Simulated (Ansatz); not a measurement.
Input

```
crystal:
  periodic: [false, false, false]
  atoms:
    - { symbol: Si, position_ang: [0.012844, -0.046368, -1.125896] }
    - { symbol: O, position_ang: [0.831507, 0.256147, 1.59749] }
    - { symbol: Si, position_ang: [-0.132852, -0.513197, 2.779852] }
    - { symbol: H, position_ang: [-0.874327, -1.688142, 2.211526] }
    - { symbol: H, position_ang: [0.72383, -0.981148, 3.922429] }
    - { symbol: H, position_ang: [-1.082308, 0.541065, 3.24597] }
    - { symbol: H, position_ang: [1.471509, -0.310621, 1.092245] }
    - { symbol: H, position_ang: [-0.576667, 1.381924, -1.252498] }
    - { symbol: H, position_ang: [-1.331937, -0.620359, -0.594817] }
basis:
  gaussian: { orbitals: def2-SVP }
hamiltonian:
  xc: blyp
  dispersion: d4
relax:
  f_tol: 0.03
  max_steps: 50
output:
  orbitals: {}
```

Run with:

```sh
ansatz run input.yaml --threads 1 --pin off --max-ram 2048MiB --backend cpu --events-out ev --progress --plain --runs-dir out
```

The fields are those of the run's last geometry, not of the input's.

Computed with Ansatz 0.2.0, RKS BLYP-D4/def2-SVP.

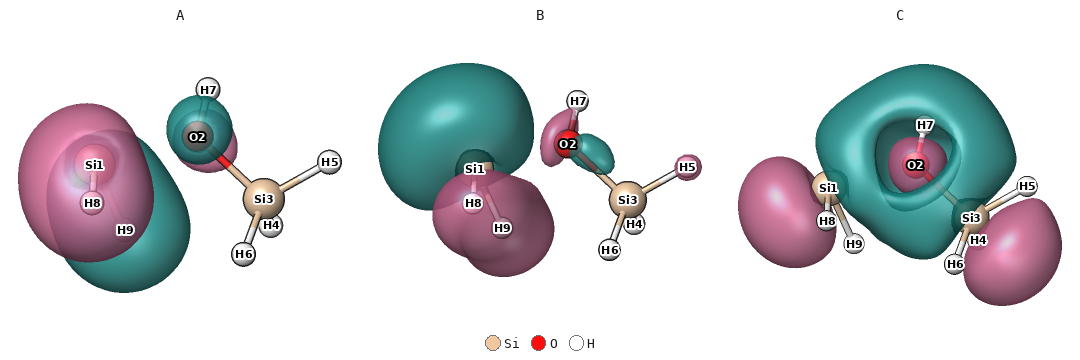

H$_{2}$Si···H$_{4}$OSi. Three frontier orbitals at ±0.08 Å⁻³ᐟ² (teal and pink are the two phases), in no order.

Q: Order the three orbitals by energy and name them.

A: A is the HOMO−1 (−6.54 eV). By Hirshfeld shares it lies mainly on Si1 (about 40 %), H9 (about 25 %) and H8 (about 25 %). B is the HOMO (−4.41 eV). Its weight (Hirshfeld) is mainly on Si1 (about 75 %), H8 (about 10 %) and H9 (about 10 %). C is the LUMO (−1.72 eV). Its weight (Hirshfeld) is mainly on Si1 (about 35 %), Si3 (about 30 %), O2 (about 15 %) and H7 (about 15 %).

Q: What is the HOMO–LUMO gap?

A: 2.69 eV between the orbital energies.
